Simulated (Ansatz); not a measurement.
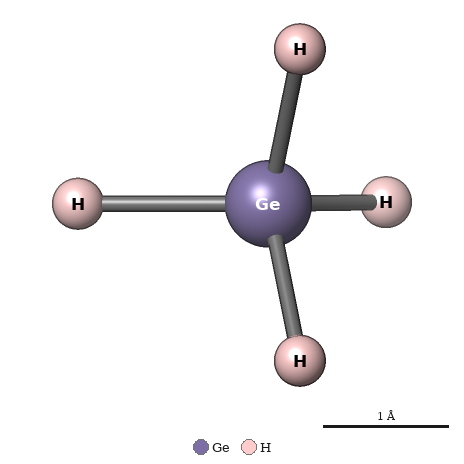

The picture shows the input geometry.

Ansatz 0.2.0 input:

```yaml
crystal:
  periodic: [false, false, false]
  atoms:
    - {symbol: Ge, position_ang: [0.000062, 0.000070, -0.000034]}
    - {symbol: H, position_ang: [1.148134, -0.756324, 0.680597]}
    - {symbol: H, position_ang: [-1.198306, -0.426445, 0.857476]}
    - {symbol: H, position_ang: [-0.329182, -0.669134, -1.340632]}
    - {symbol: H, position_ang: [0.419817, 1.455363, -0.244116]}
basis:
  gaussian: {orbitals: def2-TZVPP}
correlation: {method: ccsd_t}
```

Output:

```
Functional definition: HF
  name "HF"
  cite "Fock, Z. Phys. 61, 126 (1930) doi:10.1007/BF01340294"
  parent pbe
  exchange = exact_x
  correlation = 0
615 factors; integrals over basis functions are off by at most 8.0e-4 eV
mean field evaluation 1: about -56535.7782 eV, gradient 1.0e1 eV
mean field evaluation 2: about -56535.8146 eV, gradient 1.1e1 eV
mean field evaluation 4: about -56536.3553 eV, gradient 2.2e0 eV
mean field evaluation 8: about -56536.3613 eV, gradient 1.1e-4 eV
mean field evaluation 16: about -56536.3027 eV, gradient 2.1e0 eV
mean field -56536.36129102 eV, -2077.6729557229 hartree, gradient 7.5e-7 eV, S^2 0.000000; 0 other end points of the search recorded, 0 dependent functions left out
9 core orbitals not correlated: weight in the atoms' cores, before any rotation towards them, 1.000 or more for the frozen orbitals, at most 0.000 for the correlated occupied ones
reference -56536.36129102 eV, -2077.6729557229 hartree; 9, 9 occupied and 86, 86 virtual orbitals, 615 factors
second order -7.60841725 eV of doubles, -0.00000000 eV of singles
cycle   1  -7.79419778 eV  change   -1.9e-1 eV  update   7.3e-2
cycle   2  -8.13146683 eV  change   -3.4e-1 eV  update   2.3e-2
cycle   3  -8.15974139 eV  change   -2.8e-2 eV  update   9.7e-3
cycle   4  -8.15666501 eV  change    3.1e-3 eV  update   2.4e-3
cycle   5  -8.15653853 eV  change    1.3e-4 eV  update   6.1e-4
cycle   6  -8.15628621 eV  change    2.5e-4 eV  update   1.8e-4
cycle   7  -8.15628145 eV  change    4.8e-6 eV  update   4.5e-5
cycle   8  -8.15629372 eV  change   -1.2e-5 eV  update   1.4e-5
perturbative correction -0.23448459 eV, -0.0086171498 hartree
Total energy: -56544.75206933 eV, -2077.9813111382 hartree
```
